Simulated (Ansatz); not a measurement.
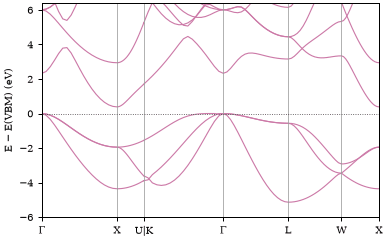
Figure. Band structure from LDA in the plane-wave PAW code Ansatz

Question: Read off the gap and where the band edges lie.

Answer: About 0.4 eV (0.38 eV by a search for the band edges); maximum on the K–Γ line, 82 % of the way from K, minimum at X.

The material is MgTe (rock salt, Fm-3m).

The cell is a constructed one: a structure type filled with these elements; the Crystallography Open Database copy checked does not list it. COD files the formula under space group No. 186, so this cell is another polymorph or a model. Its standing as an ambient phase is unchecked. The cell was relaxed with LDA under the symmetry of its start; of distortions, only those at the zone centre were tested. Scalar-relativistic: spin–orbit coupling is off unless named, which matters more the heavier the elements.

Potentials: the later of the program's two PAW sets.
